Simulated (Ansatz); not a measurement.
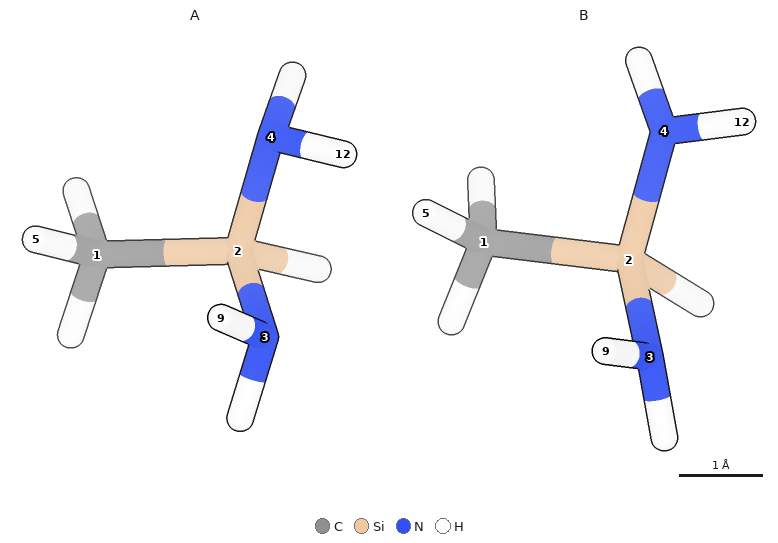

Two geometries of CH8N2Si (coarse preliminary run), drawn at one scale. One is the start of a relaxation, the other its converged end. The picture is a stick view, seen at a tilt.

These are results of Ansatz 0.2.0, RKS PBE-D4/def2-SVP, not measurements. Set-up: force threshold 0.03 eV/Å; at most 200 steps.

Which one is relaxed?

Answer. Structure B is the relaxed one. The start comes from a force field. Over 9 accepted moves (10 points after the start) the energy falls by 1.069 eV. The largest force component goes from 3.6 to 0.015 eV/Å. The line search rejected the trial step at point 3 of the run. The largest move after the best rigid fit is that of an H atom, 0.56 Å. By element the largest moves are H 0.56 Å, N 0.27 Å, C 0.18 Å, Si 0.14 Å. Among the contacts that change: C–Si 1.770 → 1.891 Å, N–Si 1.650 → 1.742 Å, H–Si 1.428 → 1.517 Å, H–N 1.080 → 1.023 Å. Among the angles between lasting bonds that change: Si–N–H 103.8° → 119.0°, Si–N–H 105.7° → 118.3°, N–Si–N 93.3° → 105.8°.
